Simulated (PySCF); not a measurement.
## A study: CH5Al, SMILES `C[AlH2]`

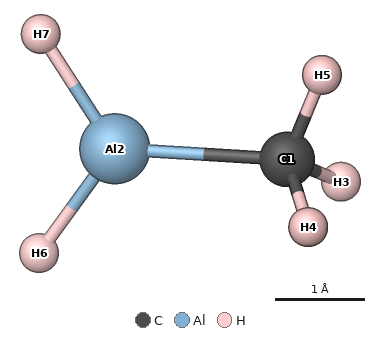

The molecule, with its atoms numbered as below. No frequency check shows the geometry to be a minimum.

Geometry (Å), atoms numbered from 1:

```
C1       1.2594   -0.0014   -0.0006
Al2     -0.7249   -0.0013   -0.0002
H3       1.6904   -0.4987   -0.8765
H4       1.6880   -0.5104    0.8741
H5       1.6622    1.0200    0.0071
H6      -1.5979   -1.2825    0.0003
H7      -1.5753    1.2965    0.0017
```

### 1. Bonding charge

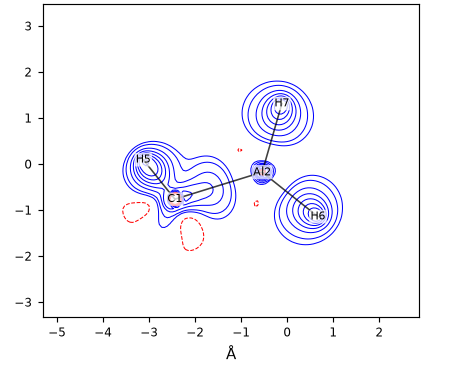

Deformation density (molecule less spherical, spin-averaged free atoms) in the plane of C1, Al2, H5, H6 and H7; contours at ±0.05 to ±0.8 e/Å³; solid blue lines: gain, dashed red lines: loss.

Method: B3LYP/def2-SVPD; geometry: GFN2-xTB; program: PySCF.

**How much density has each bond in this plane gained at its critical point, relative to the free atoms?**

C1–H5: +0.61 e/Å³ at the bond critical point (bond length 1.10 Å). Al2–H6: +0.15 e/Å³ at the bond critical point (bond length 1.55 Å). Al2–H7: +0.15 e/Å³ at the bond critical point (bond length 1.55 Å). C1–Al2: +0.13 e/Å³ at the bond critical point (bond length 1.98 Å). In all, 1.6 electrons gather in the regions of gain relative to the promolecule. A small or negative value marks a very polar bond, one between electron-rich atoms, whose free-atom densities already overlap strongly, a long bond to a heavier atom, or a closed-shell contact such as a hydrogen bond.

**Where do the Hirshfeld charges lie?**

The highest Hirshfeld charge is on Al2 (+0.53 e), the lowest on C1 (−0.26 e).

### 2. Bond critical points

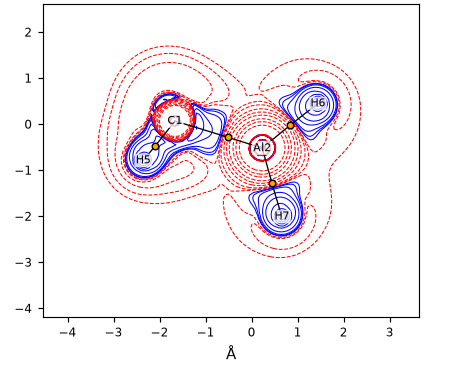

Negative Laplacian of the density (−∇²ρ) in the plane of C1, Al2, H5, H6 and H7 (solid blue lines positive, dashed red lines negative, contours at ±0.02 to ±8 a.u.), with bond paths and bond critical points (dots).

**Sort the bonds in the plane by the sign of ∇²ρ at their critical points.**

Concentrated (∇²ρ < 0): C1–H5 (−0.91 a.u.). Depleted (∇²ρ > 0): Al2–H6 (+0.29 a.u., H = −0.028); Al2–H7 (+0.29 a.u., H = −0.028); C1–Al2 (+0.30 a.u., H = −0.022).

**Where along C1–H5 does the critical point lie?**

0.68 Å from C1 and 0.42 Å from H5.

### 3. Local ionisation energy

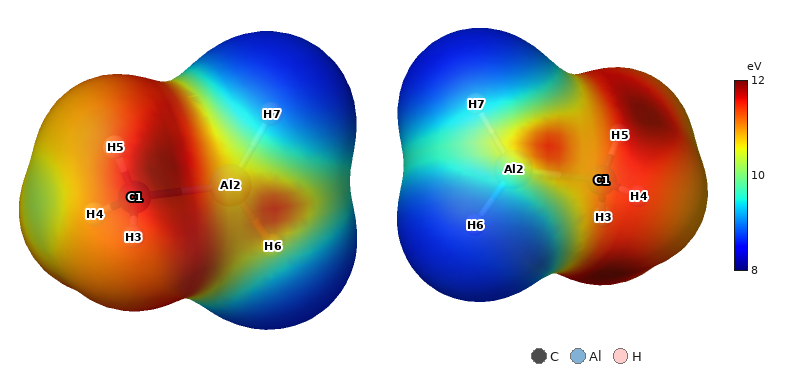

Average local ionisation energy on the surface of electron density 0.001 a.u. (back view left, front view right).

**Where are the most loosely bound electrons on this surface?**

The lowest value is 8.6 eV, 1.6 Å from H7. Further minima include 10.2 eV, near H3 (1.84 Å), H4 (1.92 Å), H5 (1.97 Å) and C1 (2.04 Å). For comparison, the highest occupied orbital lies at −8.0 eV.

### 4. In an electric field

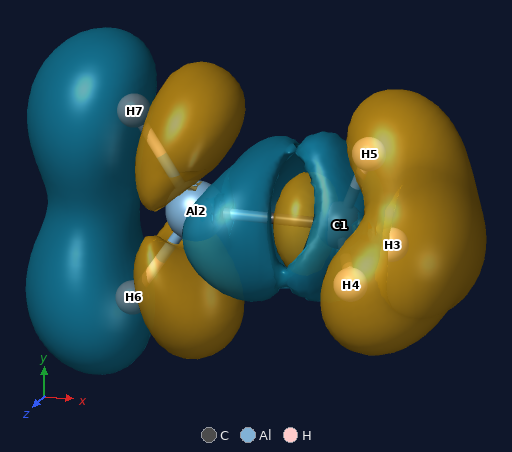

Change of the electron density in a uniform field of 0.21 V/Å, surfaces at ±0.0008 e/Å³ (yellow: gain, teal: loss).

PySCF calculation, B3LYP/def2-SVPD, gas phase; geometry: GFN2-xTB.

The field was applied in both directions; the picture shows the one opposite to the script's first.

**Along which Cartesian direction does the field point?**

Along −x: electrons gather on the +x side, against the field.

**How large is the response?**

The induced dipole is 0.52 D (along the field); α along this axis, from the fields in both directions, is 51 bohr³ (7.5 Å³).
